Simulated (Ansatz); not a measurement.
**Converging the plane-wave cutoff: InSb (R3m, 2 atoms in the cell)**

```yaml
crystal:
  lattice:
    - [0.00000, 3.23028, 3.23028]
    - [3.23028, 0.00000, 3.23028]
    - [3.23028, 3.23028, 0.00000]
  atoms:
    - { symbol: In, position: [0.00447, 0.00447, 0.00447] }
    - { symbol: Sb, position: [0.25000, 0.25000, 0.25000] }
```

Computed with LDA (PW92), default PAW files made with PBE (plane waves; Ansatz, a program for electronic structure).

Base settings: basis.ecutwfc = 30.9 Ry; kpoints.mp_grid.grid = 7 7 7; hamiltonian.xc = lda; hamiltonian.pseudopotentials = {kind: paw} (the program's default PAW files); scf.occupations.method = fermi_dirac; scf.occupations.width = 0.0007 Ry.

The second cell is the first with its lattice scaled by 0.98.

The mesh stays at the base's, so the ladder's end is converged at best in this setting alone.

The first pressure column holds Ansatz's estimate of the finite-basis (Pulay) stress, which hides part of the cutoff error; the other is without it.

Only quantities that move along the ladder and can be compared are tabulated.

The count of work is k-points × plane waves × bands × iterations; it is no time. 

The starting cell has typed, rounded lattice constants, without a prior relaxation at this level. Its lattice was rescaled by up to half a per cent. One atom was moved a little off its site on purpose. The run gives no clean gap (levels at the Fermi energy touch, overlap or are partly filled at this smearing), which alone does not show that the compound is a metal.

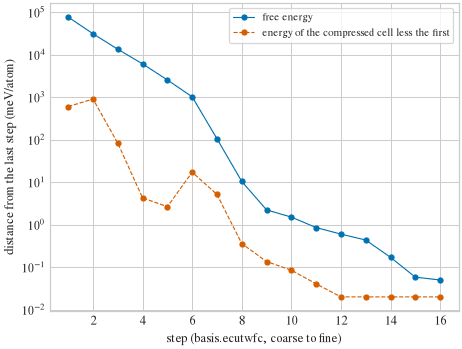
Figure: Distance from the last step along the ladder; very small values are drawn at a floor.

```tsv
basis.ecutwfc	free energy less the last step's (meV/atom)	energy of the compressed cell less the first (meV/atom)	pressure (GPa)	pressure without the Pulay estimate (GPa)	largest difference of a force vector from the last step's (eV/Å)	count of work / last
10.7 Ry	76913.29	620.18	-32.57	-1320.61	1.289	0.073
12.5 Ry	31165.23	-888.11	-4.25	-664.99	0.606	0.076
14 Ry	13464.34	-66.07	2.78	-333.93	0.197	0.095
15.4 Ry	6090.35	20.95	-5.20	-171.12	0.158	0.11
16.9 Ry	2549.48	19.34	-0.55	-81.18	0.094	0.12
18.4 Ry	1024.04	33.87	0.02	-37.14	0.053	0.12
21.7 Ry	105.24	21.84	0.04	-5.48	0.002	0.17
24.6 Ry	10.43	17.05	-0.15	-0.79	0.001	0.22
27.9 Ry	2.23	16.82	-0.15	-0.18	0.000	0.23
30.9 Ry	1.51	16.77	-0.16	-0.19	0.000	0.27
33.8 Ry	0.86	16.73	-0.16	-0.18	0.000	0.29
37.1 Ry	0.60	16.70	-0.16	-0.17	0.000	0.36
41.5 Ry	0.43	16.69	-0.16	-0.17	0.000	0.42
46.3 Ry	0.17	16.69	-0.16	-0.17	0.000	0.49
54 Ry	0.06	16.69	-0.16	-0.16	0.000	0.62
61.7 Ry	0.02	16.69	-0.16	-0.17	0.000	0.75
74.2 Ry	0.00	16.69	-0.16	-0.17	0.000	1.0
```

Coarsest basis.ecutwfc that holds the pressure without the Pulay estimate within 1 GPa of the last step, with all finer ones: 24.6 Ry, at 0.22 of the last step's count of work; the step before is off by 5.3 GPa.

Coarsest basis.ecutwfc that holds the forces within 0.02 eV/Å of the last step, with all finer ones: 21.7 Ry, at 0.17 of the last step's count of work; the step before is off by 0.053 eV/Å.

Coarsest basis.ecutwfc that holds the free energy within 5 meV/atom of the last step, with all finer ones: 27.9 Ry, at 0.23 of the last step's count of work; the step before is off by 10 meV/atom.

The energy difference between the two cells stays within 1 meV/atom of the last step's from 24.6 Ry on, the total only from 33.8 Ry on: much of the error is common to both cells and cancels.

At the lowest cutoff the pressure without the Pulay estimate lies 1320 GPa under the last step's, the usual sign of Pulay stress in an incomplete plane-wave basis.

Keys are those of Ansatz 0.2.
